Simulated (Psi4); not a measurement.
# CH4FSi (SMILES C[SiH]F): UHF/STO-3G

Aim: the vertical doublet–quartet gap of CH4FSi at UHF/STO-3G, from 2 runs. Input form: a Python script.

The calculation is run with Psi4 1.11.

2 further runs of the same task are left out: 2 set aside as unsound or not needed. Runs told in other sessions of the task aren't counted.

## (1) Starting point

CH4FSi: 7 atoms, total charge 0, spin state doublet. SMILES: `C[SiH]F`. Geometry: relaxed at PBE0-D4/def2-TZVP.

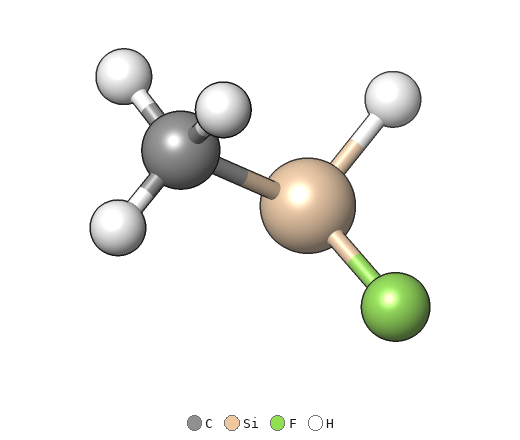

The structure, seen from a chosen angle (carbon grey, silicon light orange, fluorine green, hydrogen white).

## (2) Energy and gradient at UHF/STO-3G

ch4fsi.xyz reads:

```xyz
7
CH4FSi
C     -0.653500     0.389500    -0.298000
Si     0.917400    -0.594100    -0.104100
F      0.640700    -1.812800     0.909600
H     -1.444900    -0.207800    -0.754100
H     -0.470200     1.260900    -0.931700
H     -1.000700     0.738300     0.679600
H      2.011300     0.226000     0.498700
```

run.py reads:

```python
import psi4

psi4.set_memory('2200 MB')
psi4.set_num_threads(1)
psi4.set_output_file('psi4.out', False)

with open('ch4fsi.xyz') as f:
    atoms = ''.join(f.readlines()[2:])
mol = psi4.geometry('0 2\n' + atoms + 'symmetry c1\nno_reorient\nno_com')

psi4.set_options({
    'reference': 'uhf',
    'puream': True,
    'e_convergence': 1e-09,
    'd_convergence': 1e-08,
    'scf_type': 'pk',
    'maxiter': 100,
})

E, wfn = psi4.gradient('scf/STO-3G', return_wfn=True)
psi4.oeprop(wfn, 'DIPOLE', 'QUADRUPOLE', 'LOWDIN_CHARGES')
print('gradient / Eh bohr^-1')
print(E.np.round(6))
print(f'energy = {wfn.energy():.10f} Eh')
```

Started as:

```
python run.py
```

psi4.out (excerpt; [...] marks lines left out):

```text
[...]
  Running in c1 symmetry.
[...]
  Nuclear repulsion =  106.882451970993884
[...]
  Multiplicity = 2
[...]
  Nalpha       = 17
  Nbeta        = 16
[...]
    Number of basis functions: 23
[...]
   @UHF iter   1:  -423.30829277326308   -2.27119e+00   8.29270e-03 DIIS/ADIIS
[...]
   @UHF iter  13:  -423.34879451744655   -2.27374e-13   4.34648e-09 DIIS
[...]
   @S^2 Observed:                7.517230761E-01
[...]
    Orbital Energies [Eh]
    ---------------------
    Alpha Occupied:
       1A    -67.958871     2A    -25.812713     3A    -10.986841
       4A     -5.955503     5A     -3.990290     6A     -3.974982
       7A     -3.973800     8A     -1.425136     9A     -0.899639
      10A     -0.636514    11A     -0.525889    12A     -0.521759
      13A     -0.469182    14A     -0.467353    15A     -0.421945
      16A     -0.365656    17A     -0.228994
    Alpha Virtual:
      18A      0.508248    19A      0.526795    20A      0.563086
      21A      0.728935    22A      0.738290    23A      0.753233
[...]
  @UHF Final Energy:  -423.34879451744655
   => Energetics <=
    Nuclear Repulsion Energy =            106.8824519709938841
    One-Electron Energy =                -803.7139384691975010
    Two-Electron Energy =                 273.4826919807570675
    Total Energy =                       -423.3487945174465494
  UHF NO Occupations:
  HONO-2 :   15  A 1.9999459
  HONO-1 :   16  A 1.9992504
  HONO-0 :   17  A 1.0000000
  LUNO+0 :   18  A 0.0007496
  LUNO+1 :   19  A 0.0000541
[...]
  -Total Gradient:
     Atom            X                  Y                   Z
    ------   -----------------  -----------------  -----------------
       1        0.001402997602    -0.006712396879    -0.004741881613
       2       -0.030795698659    -0.017698513749     0.004699000231
       3        0.003484366260     0.009227758477    -0.010618234275
       4       -0.005060626633    -0.005889195743    -0.003890861112
       5        0.004647405532     0.006654684282    -0.006095819631
       6        0.000803804583     0.000877480082     0.010593737663
       7        0.025517751316     0.013540183532     0.010054058737
[...]
 Multipole Moments:
 ------------------------------------------------------------------------------------
     Multipole            Electronic (a.u.)      Nuclear  (a.u.)        Total (a.u.)
 ------------------------------------------------------------------------------------
 L = 1.  Multiply by 2.5417464519 to convert [e a0] to [Debye]
 Dipole X            :        -25.9404921           26.0487408            0.1082487
 Dipole Y            :         38.5128929          -38.3202443            0.1926486
 Dipole Z            :         -8.8788586            8.3781008           -0.5007578
 Magnitude           :                                                    0.5473478
 L = 2.  Multiply by 1.3450342976 to convert [e a0^2] to [Debye ang]
 Quadrupole XX       :       -107.7385183           90.6875941          -17.0509242
 Quadrupole XY       :         72.1023740          -72.0914029            0.0109711
[...]
```

The script printed:

```text
gradient / Eh bohr^-1
[[ 0.001403 -0.006712 -0.004742]
 [-0.030796 -0.017699  0.004699]
 [ 0.003484  0.009228 -0.010618]
 [-0.005061 -0.005889 -0.003891]
 [ 0.004647  0.006655 -0.006096]
 [ 0.000804  0.000877  0.010594]
 [ 0.025518  0.01354   0.010054]]
energy = -423.3487945174 Eh
```

Run time: 2.1 s. Hardware: 1 thread of Intel Xeon Platinum 8488C (Sapphire Rapids), shared host; peak memory 0.18 GiB.

## (3) The quartet

ch4fsi.py reads:

```python
import psi4

psi4.set_memory(2200000000)
psi4.set_num_threads(1)
psi4.core.set_output_file('psi4.out', False)

geom = psi4.geometry("""
0 4
C     -0.653500     0.389500    -0.298000
Si     0.917400    -0.594100    -0.104100
F      0.640700    -1.812800     0.909600
H     -1.444900    -0.207800    -0.754100
H     -0.470200     1.260900    -0.931700
H     -1.000700     0.738300     0.679600
H      2.011300     0.226000     0.498700
symmetry c1
no_reorient
no_com
""")

options = {'basis': 'STO-3G', 'reference': 'uhf', 'puream': True, 'e_convergence': 1e-09, 'd_convergence': 1e-08, 'scf_type': 'pk', 'maxiter': 100}
psi4.set_options(options)

energy_value, wavefunction = psi4.gradient('scf', return_wfn=True)
print('gradient / Eh bohr^-1')
print(energy_value.np.round(6))
print(f'energy = {wavefunction.energy():.10f} Eh')
for k, v in sorted(psi4.core.scalar_variables().items()):
    print(f'{k:45s} {v:18.10f}')
```

Started as:

```
python ch4fsi.py
```

psi4.out (excerpt; [...] marks lines left out):

```text
[...]
  Running in c1 symmetry.
[...]
  Nuclear repulsion =  106.882451970993884
[...]
  Multiplicity = 4
[...]
  Nalpha       = 18
  Nbeta        = 15
[...]
    Number of basis functions: 23
[...]
   @UHF iter   1:  -422.75657224356803   -1.71947e+00   1.13656e-02 ADIIS/DIIS
[...]
   @UHF iter  25:  -422.98155977719244   -4.54747e-13   4.76584e-09 DIIS
[...]
   @S^2 Observed:                3.752084231E+00
[...]
  @UHF Final Energy:  -422.98155977719244
   => Energetics <=
    Nuclear Repulsion Energy =            106.8824519709938841
    One-Electron Energy =                -803.0966655346709331
    Two-Electron Energy =                 273.2326537864846046
    Total Energy =                       -422.9815597771924445
  UHF NO Occupations:
  HONO-2 :   16  A 1.0000000
  HONO-1 :   17  A 1.0000000
  HONO-0 :   18  A 1.0000000
  LUNO+0 :   19  A 0.0006870
  LUNO+1 :   20  A 0.0002098
[...]
 Multipole Moments:
 ------------------------------------------------------------------------------------
     Multipole            Electronic (a.u.)      Nuclear  (a.u.)        Total (a.u.)
 ------------------------------------------------------------------------------------
 L = 1.  Multiply by 2.5417464519 to convert [e a0] to [Debye]
 Dipole X            :        -26.0135830           26.0487408            0.0351578
 Dipole Y            :         37.3756932          -38.3202443           -0.9445511
 Dipole Z            :         -8.1331584            8.3781008            0.2449424
 Magnitude           :                                                    0.9764270
[...]
  -Total Gradient:
     Atom            X                  Y                   Z
    ------   -----------------  -----------------  -----------------
       1       -0.008550898521    -0.009785814832     0.006312742449
       2       -0.088284717149    -0.293296657660     0.209273213516
       3        0.060858913579     0.298256265936    -0.237332721814
       4       -0.003348168681    -0.006380462035    -0.003024911929
       5        0.013500737283    -0.000199798360    -0.004373788248
       6        0.002706225577    -0.001017070214     0.010106286342
       7        0.023117907913     0.012423537166     0.019039179686
[...]
```

On the terminal:

```text
gradient / Eh bohr^-1
[[-8.55100e-03 -9.78600e-03  6.31300e-03]
 [-8.82850e-02 -2.93297e-01  2.09273e-01]
 [ 6.08590e-02  2.98256e-01 -2.37333e-01]
 [-3.34800e-03 -6.38000e-03 -3.02500e-03]
 [ 1.35010e-02 -2.00000e-04 -4.37400e-03]
 [ 2.70600e-03 -1.01700e-03  1.01060e-02]
 [ 2.31180e-02  1.24240e-02  1.90390e-02]]
energy = -422.9815597772 Eh
CURRENT ENERGY                                   -422.9815597772
CURRENT REFERENCE ENERGY                         -422.9815597772
DD SOLVATION ENERGY                                 0.0000000000
HF KINETIC ENERGY                                 419.0854428239
HF POTENTIAL ENERGY                              -842.0670026011
HF TOTAL ENERGY                                  -422.9815597772
HF VIRIAL RATIO                                     2.0092967127
NUCLEAR REPULSION ENERGY                          106.8824519710
ONE-ELECTRON ENERGY                              -803.0966655347
PCM POLARIZATION ENERGY                             0.0000000000
PE ENERGY                                           0.0000000000
SCF ITERATION ENERGY                             -422.9815597772
SCF ITERATIONS                                     25.0000000000
SCF TOTAL ENERGY                                 -422.9815597772
TWO-ELECTRON ENERGY                               273.2326537865
```

Run time: 2.2 s. Hardware: 1 thread of Intel Xeon Platinum 8488C (Sapphire Rapids), shared host; peak memory 0.18 GiB.

## (4) Results

At UHF/STO-3G:

| quantity | value |
| --- | --- |
| doublet: total energy | -423.34879 Eh |
| doublet: dipole moment | 1.39 D |
| doublet: HOMO energy (highest over α and β) | -6.23 eV |
| doublet: LUMO energy (lowest over α and β) | 6.17 eV |
| doublet: ⟨S²⟩ | 0.752 |
| doublet: largest force on an atom | 1.842 eV/Å |
| quartet: total energy | -422.98156 Eh |
| quartet: dipole moment | 2.48 D |
| quartet: ⟨S²⟩ | 3.752 |
| quartet: largest force on an atom | 19.848 eV/Å |
| vertical energy of the quartet above the doublet | 9.993 eV |

**Reading.** At this shape the quartet lies 9.99 eV (230 kcal/mol) above the doublet. The largest force (doublet) is 1.84 eV/Å: the shape isn't a stationary point for this species at this level. In a minimal basis such a difference can be off by several eV, whatever the method. With no_com the log's rotational constants are taken about the origin, not the centre of mass, so they aren't the molecule's.
